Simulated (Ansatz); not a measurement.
# CClF (SMILES F[C]Cl) at 6 levels

Aim: a comparison of 6 runs (UHF/STO-3G, UB3LYP/STO-3G, USVWN5/STO-3G, RPA@PBE/STO-3G, UMP2/STO-3G, UBCCD(T)/STO-3G) of CClF. 

Program for the calculation: Ansatz 0.2.0.

55 further runs of the same task are left out: 10 that didn't finish, 45 set aside as unsound or not needed.

## (1) The system as given

CClF has 3 atoms, charge 0, and is taken as a triplet. As SMILES, `F[C]Cl`. The C2–F1 distance was set to 3.330 Å, away from the relaxed value. At this shape a bond of the SMILES string is far longer than usual.

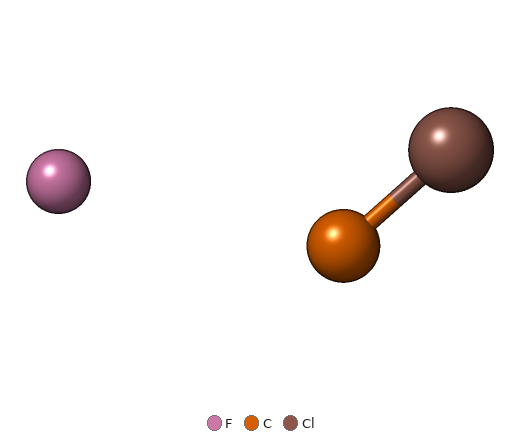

The structure, seen from a chosen angle (fluorine pink, carbon orange, chlorine brown).

## (2) The energy at UHF/STO-3G (run 1)

input.yaml

```yaml
basis:
  gaussian: {orbitals: STO-3G}
crystal:
  periodic: [false, false, false]
  atoms:
    - {symbol: F, position_ang: [-2.171716, 2.187024, -0.942649]}
    - {symbol: C, position_ang: [-0.216580, -0.392190, -0.160770]}
    - {symbol: Cl, position_ang: [1.215200, -0.247300, 0.634290]}
accuracy: high
hamiltonian: {xc: hf}
magnetization: {spin_polarized: true, initial_magnetization: 2}
```

Command:

```bash
$ ansatz run input.yaml --threads 1 --pin off --max-ram 2610MiB --events-out events.jsonl --progress --plain --runs-dir runs
```

What it wrote:

```text
Warning: RAYON_NUM_THREADS=1 ignored (pool sized by the plan → 1); use --threads N
Functional definition: HF
  name "HF"
  exchange = exact_x
  correlation = 0
301 factors; integrals over basis functions are off by at most 2.6e-8 eV
mean field evaluation 1: about -16031.9572 eV, gradient 1.2e1 eV
mean field evaluation 2: about -16031.9932 eV, gradient 1.2e1 eV
mean field evaluation 4: about -16032.3935 eV, gradient 1.0e1 eV
mean field evaluation 8: about -16032.7716 eV, gradient 8.5e0 eV
mean field evaluation 16: about -16049.2253 eV, gradient 2.9e-3 eV
mean field evaluation 32: about -16049.2253 eV, gradient 3.4e-3 eV
mean field evaluation 64: about -16049.2256 eV, gradient 6.0e-3 eV
mean field evaluation 96: about -16049.2172 eV, gradient 6.2e-3 eV
mean field evaluation 128: about -16049.2098 eV, gradient 5.9e-2 eV
mean field evaluation 160: about -16049.2226 eV, gradient 1.6e-1 eV
mean field evaluation 192: about -16048.5230 eV, gradient 1.8e-1 eV
mean field evaluation 224: about -16049.1782 eV, gradient 1.5e0 eV
mean field evaluation 256: about -16049.2155 eV, gradient 6.7e-1 eV
mean field evaluation 288: about -16044.8898 eV, gradient 3.5e0 eV
mean field evaluation 320: about -16049.2263 eV, gradient 8.9e-2 eV
mean field -16049.22678046 eV, -589.7982056253 hartree, gradient 1.2e-8 eV, S^2 2.004157; 5 other end points of the search recorded, 0 dependent functions left out
reference -16049.22678046 eV, -589.7982056253 hartree; 17, 15 occupied and 2, 4 virtual orbitals, 301 factors
Total energy: -16049.22678046 eV, -589.7982056253 hartree
```

Run time: 0.54 s. Hardware: 1 thread of Intel Xeon Platinum 8488C (Sapphire Rapids), shared host.

## (3) A single-point energy at UB3LYP/STO-3G (run 2)

molecule.yaml

```yaml
basis:
  gaussian:
    orbitals: STO-3G
crystal:
  periodic: [false, false, false]
  atoms:
    - {symbol: F, position_ang: [-2.171716, 2.187024, -0.942649]}
    - {symbol: C, position_ang: [-0.216580, -0.392190, -0.160770]}
    - {symbol: Cl, position_ang: [1.215200, -0.247300, 0.634290]}
magnetization:
  spin_polarized: true
  initial_magnetization: 2
hamiltonian:
  xc: {name: B3LYP}
accuracy: high
```

Command:

```bash
$ ansatz run molecule.yaml --threads 1 --pin off --max-ram 2610MiB --events-out events.jsonl --progress --plain --runs-dir runs
```

What it wrote:

```text
Warning: RAYON_NUM_THREADS=1 ignored (pool sized by the plan → 1); use --threads N
Functional definition: B3LYP
  name "B3LYP"
  parameter a0 = 0.2
  parameter ax = 0.72
  parameter ac = 0.81
  exchange = (1 - a0 - ax)*slater_x + ax*b88_x + a0*exact_x
  correlation = (1 - ac)*vwn_rpa_c + ac*lyp_c
301 factors; integrals over basis functions are off by at most 2.6e-8 eV
mean field evaluation 1: about -16078.5428 eV, gradient 4.4e0 eV
mean field evaluation 2: about -16078.6788 eV, gradient 2.8e0 eV
mean field evaluation 4: about -16078.7454 eV, gradient 8.2e-2 eV
mean field evaluation 8: about -16078.7495 eV, gradient 1.1e-2 eV
mean field evaluation 16: about -16078.7593 eV, gradient 5.7e-3 eV
mean field evaluation 32: about -16078.7598 eV, gradient 3.3e-8 eV
mean field -16078.75979244 eV, -590.8835237975 hartree, gradient 3.3e-8 eV, S^2 2.001814; 4 other end points of the search recorded, 0 dependent functions left out
reference -16078.75981406 eV, -590.8835245918 hartree; 17, 15 occupied and 2, 4 virtual orbitals, 301 factors
Total energy: -16078.75981406 eV, -590.8835245918 hartree
```

It took 5.7 s on 1 thread of Intel Xeon Platinum 8488C (Sapphire Rapids), shared host; peak memory 0.14 GiB.

Runs 3 to 5 aren't shown in full; the table further down has their settings and results.

## (4) The energy at UBCCD(T)/STO-3G (run 6)

input.yaml

```yaml
crystal:
  periodic: [false, false, false]
  atoms:
    - symbol: F
      position_ang: [-2.171716, 2.187024, -0.942649]
    - symbol: C
      position_ang: [-0.216580, -0.392190, -0.160770]
    - symbol: Cl
      position_ang: [1.215200, -0.247300, 0.634290]
basis:
  gaussian:
    orbitals: STO-3G
total_charge: 0
magnetization:
  spin_polarized: true
  initial_magnetization: 2
correlation:
  method: bccd_t
  frozen_orbitals: {C: 1, Cl: 5, F: 1}
accuracy: high
scf:
  omitted_lower_state_checks: [cluster_reference, increment]
```

Command:

```bash
$ ansatz run input.yaml --threads 1 --pin off --max-ram 2610MiB --events-out events.jsonl --progress --plain --runs-dir runs
```

What it wrote:

```text
Warning: RAYON_NUM_THREADS=1 ignored (pool sized by the plan → 1); use --threads N
[... 21 lines left out ...]
7 core orbitals not correlated: weight in the atoms' cores, before any rotation towards them, 1.000 or more for the frozen orbitals, at most 0.000 for the correlated occupied ones
[... 218 lines left out ...]
Total energy: -16050.68832416 eV, -589.8519163655 hartree
Checks for a lower state left out: cluster_reference, increment
```

Run time: 2.4 s. Hardware: 1 thread of Intel Xeon Platinum 8488C (Sapphire Rapids), shared host.

## (5) All runs side by side

| run | level | frozen core orbitals | energy (Eh) | ⟨S²⟩ | wall time |
| --- | --- | --- | --- | --- | --- |
| 1 | UHF/STO-3G | – | -589.798206 | 2.004 | 0.54 s |
| 2 | UB3LYP/STO-3G | – | -590.883525 | 2.002 | 5.7 s |
| 3 | USVWN5/STO-3G | – | -588.308290 | 2.003 | 4.8 s |
| 4 | RPA@PBE/STO-3G | 7 | -589.926477 | 2.002 | 20 s |
| 5 | UMP2/STO-3G | 7 | -589.833997 | 2.004 | 1.1 s |
| 6 | UBCCD(T)/STO-3G | 7 | -589.851916 | 2.004 | 2.4 s |

## (6) Outcome

| quantity | value |
| --- | --- |
| run 6: total energy | -589.85192 Eh |
| run 6: correlation energy (7 core orbitals frozen) | -53.7 mEh |
| run 6: (T) correction | -2.98 mEh |
| run 6: ⟨S²⟩ of the reference determinant | 2.004 |

What this shows: Below the UHF energy at the same shape and in the same basis (STO-3G): UMP2 -35.8 mEh; UBCCD(T) -53.7 mEh. Totals of different functionals can't be ranked against each other. In runs 1, 2, 3, 4, 5, 6 the basis is minimal, so the values are rough. All runs together took 35 s, the longest 20 s.
